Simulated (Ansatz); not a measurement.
One crystal and one scan (frozen-phonon scan) at two levels, PBE (plane waves to 420 eV, PAW, scalar-relativistic; Ansatz, a quantum-chemistry and plane-wave program) and r2SCAN (plane waves to 500 eV, PAW, scalar-relativistic; Ansatz), each from its own relaxed cell and on its own mesh. The cell shown is that of PBE.

Starting cell, CaO (rock salt):

```
CaO
1.0
    0.00000     2.41535     2.41535
    2.41535     0.00000     2.41535
    2.41535     2.41535     0.00000
O Ca
1 1
Direct
  0.00000   0.00000   0.00000
  0.50000   0.50000   0.50000
```

A phonon eigenvector at Γ is frozen into this cell: atom i moves by Q times the vector below, so Q is the largest atomic displacement, in Å. The cell is held. It is one choice among 3 degenerate patterns.

```json
[
 {"atom": "O1", "x": "0.000", "y": "0.000", "z": "1.000"},
 {"atom": "Ca2", "x": "0.000", "y": "0.000", "z": "-0.399"}
]
```

CaO was relaxed with its symmetry unable to fall. Percentages come from the unrounded values.

```json
[
 {"quantity": "Lattice constant a (Å)", "PBE": "4.831", "r2SCAN": "4.795", "PBE − r2SCAN": "+0.036 (+0.7 %)"},
 {"quantity": "Band gap of the relaxed cell, no spin-orbit coupling (eV)", "PBE": "3.66", "r2SCAN": "4.20", "PBE − r2SCAN": "-0.54 (-13 %)"},
 {"quantity": "Harmonic wavenumber from the curvature (finite differences) (cm⁻¹ (negative: imaginary))", "PBE": "255", "r2SCAN": "284", "PBE − r2SCAN": "-29 (-10 %)"}
]
```

PBE gives the higher value for: lattice constant a. PBE gives the lower value for: band gap of the relaxed cell, no spin-orbit coupling; harmonic wavenumber from the curvature. Both give the same shape of the curve: a single well with its minimum at or next to zero displacement. Neither level is exact: the differences show how much the result hangs on the functional.

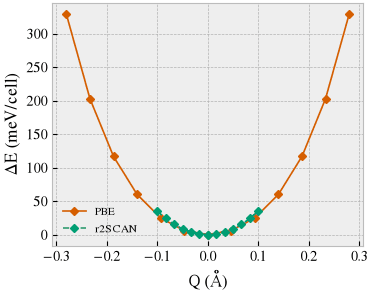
ΔE, each from the undisplaced structure of its own level.

(A displaced cell: forces are minus the slopes of the energy, force constants its curvatures, and phonons follow from these.)
